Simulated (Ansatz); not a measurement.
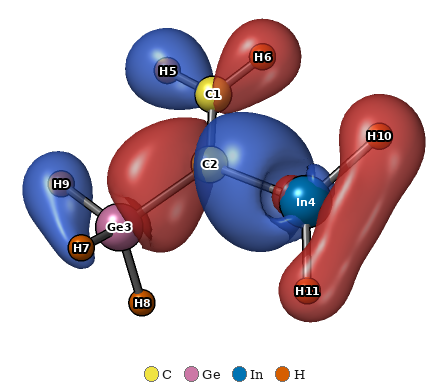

Figure. C$_{2}$H$_{7}$GeIn (SMILES C=[C]([GeH3])[InH2]). The HOMO at ±0.1 Å⁻³ᐟ² (blue and red are the two phases), seen at a tilt.

Geometry: PBE0-D4/def2-TZVP; core potentials replace the inner electrons of In.

Level of theory: RKS PBE0-D4/def2-TZVPP in Ansatz.

```yaml
atoms:
  - { symbol: C, position_ang: [-0.7315, 1.4431, -0.0329] }
  - { symbol: C, position_ang: [-0.1455, 0.2428, -0.0717] }
  - { symbol: Ge, position_ang: [0.7361, -0.4414, 1.5163] }
  - { symbol: In, position_ang: [-0.2341, -0.8422, -1.9244] }
  - { symbol: H, position_ang: [-0.7387, 2.0676, 0.8629] }
  - { symbol: H, position_ang: [-1.2407, 1.8768, -0.8940] }
  - { symbol: H, position_ang: [2.2247, -0.7117, 1.2245] }
  - { symbol: H, position_ang: [0.0976, -1.7761, 1.9468] }
  - { symbol: H, position_ang: [0.6191, 0.5754, 2.6704] }
  - { symbol: H, position_ang: [-1.0707, -0.0353, -3.2029] }
  - { symbol: H, position_ang: [0.4837, -2.3991, -2.0951] }
```

**Describe this orbital and give its energy.**

Its weight (Hirshfeld) is mainly on C2 (about 35 %), In4 (about 20 %), Ge3 (about 15 %), C1 (about 10 %) and H10 (about 5 %). Its energy is −7.21 eV.
